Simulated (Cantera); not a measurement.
Input: 1 mol SiO2, 0.73 mol Cl2, 18 mol O2, 2.7 mol HCl, at 13.0 mbar.

Method: chemical equilibrium by Gibbs-energy minimisation in Cantera with the NASA 1993 tables (ideal gas, pure condensed phases). Candidate condensed phases: H2O, Si, SiO2; 30 gas species. The tables hold silica as quartz up to 1696 K and as liquid above; real silica turns to tridymite and cristobalite and melts near 1996 K. The numbers say what is thermodynamically allowed, not how fast it happens.

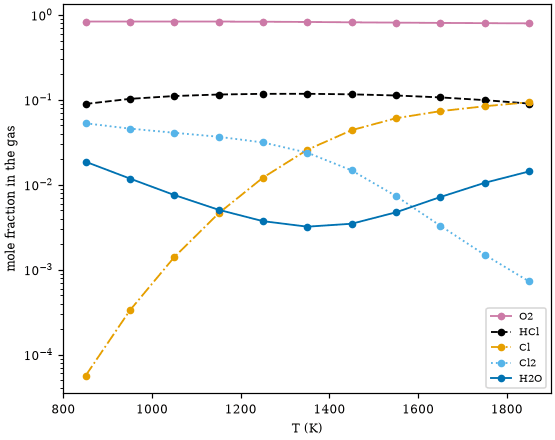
Fig. 1. Equilibrium gas composition (values under 1e-9 drawn at 1e-9)

From 850 K to 1650 K the condensed part is SiO2(β-quartz). From 1750 K to 1850 K the condensed part is SiO2(condensed).
